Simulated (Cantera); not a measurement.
Feed: 1 mol Fe2O3, 2.5 mol H2, held at 1.90 bar.

Method: chemical equilibrium by Gibbs-energy minimisation in Cantera with the NASA 1993 tables (ideal gas, pure condensed phases). Candidate condensed phases: Fe, FeO, Fe(OH)2, Fe(OH)3, Fe2O3, Fe3O4, H2O; 12 gas species. The tables' stoichiometric FeO is somewhat more stable than real wüstite, so its field is too wide. FeO: taken at fixed stoichiometry. Kinetics and transport are ignored.

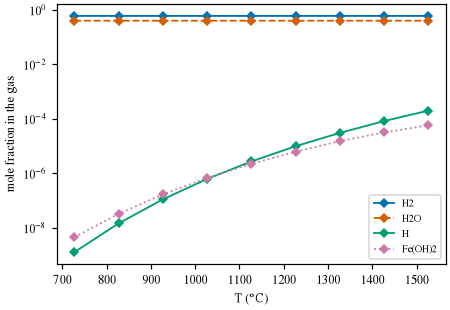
Figure. Equilibrium gas composition (values under 1e-9 drawn at 1e-9)

From 727 °C to 1327 °C the condensed part is FeO(s). From 1427 °C to 1527 °C the condensed part is FeO(l).
